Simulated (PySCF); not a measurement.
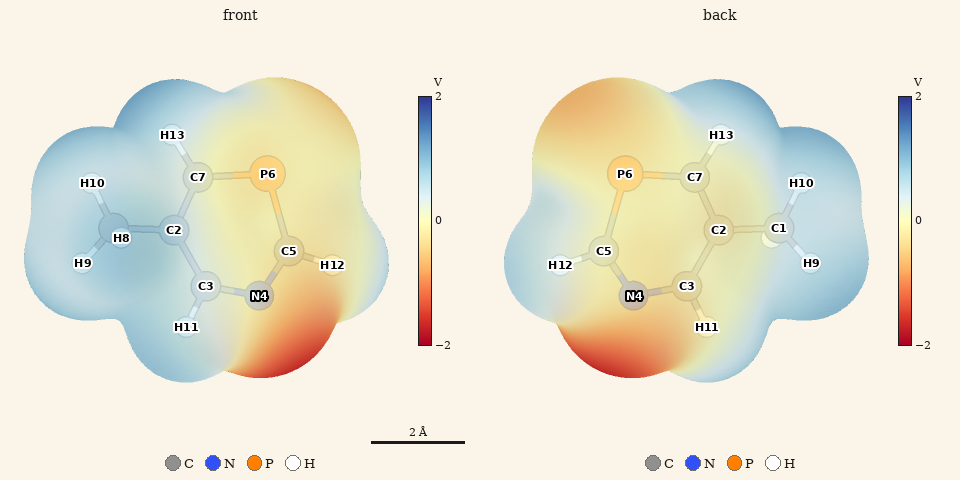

Figure. C₅H₆NP. The molecular electrostatic potential painted on the density surface at 0.002 e/bohr³, seen from the front and from behind; red is negative and blue positive.

Geometry: GFN2-xTB.

All numbers below come from PBE0/def2-SVPD, SCF density, gas phase in PySCF 2.14.0.

```csv
atom,x (Å),y (Å),z (Å)
C,-1.9115,-0.2580,0.0578
C,-0.4387,0.0140,0.0094
C,0.4434,-1.0678,-0.0353
N,1.7578,-0.9980,-0.0763
C,2.3950,0.1471,-0.0792
P,1.7193,1.7551,-0.0299
C,0.0400,1.3106,0.0168
H,-2.1657,-0.7631,0.9892
H,-2.2030,-0.9106,-0.7638
H,-2.4844,0.6640,-0.0052
H,0.0442,-2.0755,-0.0380
H,3.4769,0.0596,-0.1175
H,-0.6777,2.1232,0.0544
```

Q: Describe the electrostatic potential map.

A: The most negative region (about −1.6 V) lies over N4, the most positive (about +1.2 V) over H13. N4 is the likeliest acceptor of a hydrogen bond.
